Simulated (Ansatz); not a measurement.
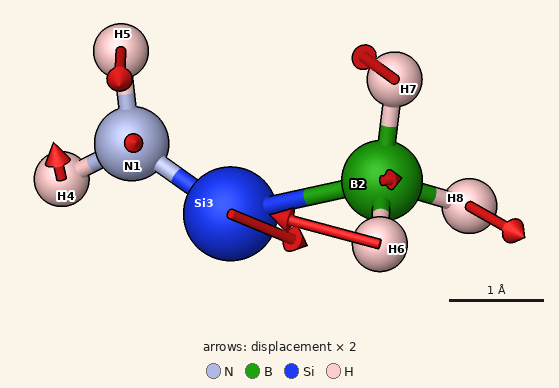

A relaxation of BSiNH5 (multiplicity 2). The starting structure is drawn; red arrows show the displacements, magnified 2 times. The two geometries are superimposed by the best rigid fit.

A ball-and-stick model, seen at a tilt.

It is one of the separated reactants of a reaction.

Computed with UKS PBE-D4/def2-SVP (Ansatz).

Input
```yaml
crystal:
  periodic: [false, false, false]
  atoms:
    - {symbol: N, position_ang: [-0.752173, 0.438402, -1.555457]}
    - {symbol: B, position_ang: [0.507672, -0.343552, 1.182852]}
    - {symbol: Si, position_ang: [-0.810968, -0.029904, -0.267815]}
    - {symbol: H, position_ang: [-1.562569, 0.526045, -2.149405]}
    - {symbol: H, position_ang: [0.101937, 0.731757, -2.011235]}
    - {symbol: H, position_ang: [0.208181, 0.283638, 2.099060]}
    - {symbol: H, position_ang: [1.601287, -0.088575, 0.934875]}
    - {symbol: H, position_ang: [0.473706, -1.452978, 1.483722]}
basis:
  gaussian: {orbitals: def2-SVP}
magnetization: {spin_polarized: true, initial_magnetization: 1}
hamiltonian: {xc: pbe, dispersion: d4}
relax: {f_tol: 0.03, max_steps: 250}
```

Run as
```bash
ansatz run in.yaml --threads 2 --pin off --events-out ev --progress --plain --max-ram 4352MiB
```

Q: What happened in the run?

A: Over 19 accepted moves (23 points after the start) the energy falls by 3.700 eV. Largest force component: 24 eV/Å at the start, 0.013 eV/Å at the end. The line search rejected the trial steps at points 7, 11, 16, 22 of the run. The forces were under the threshold at step 8, but the run went on from there. The largest moves after the best rigid fit, 0.63 Å, are those of H6 and H7. Largest moves by element: H 0.63 Å, Si 0.60 Å, B 0.13 Å, N 0.12 Å. Some distances before and after: N1–Si3 1.371 → 1.718 Å, B2–H6 1.150 → 1.243 Å, B2–H7 1.150 → 1.235 Å, B2–H8 1.150 → 1.216 Å. Bond angles that change, for instance: N1–Si3–B2 135.4° → 112.7°, Si3–B2–H7 116.0° → 95.2°, Si3–B2–H6 108.8° → 89.1°. Groups turn about B2–Si3 by about 45°.
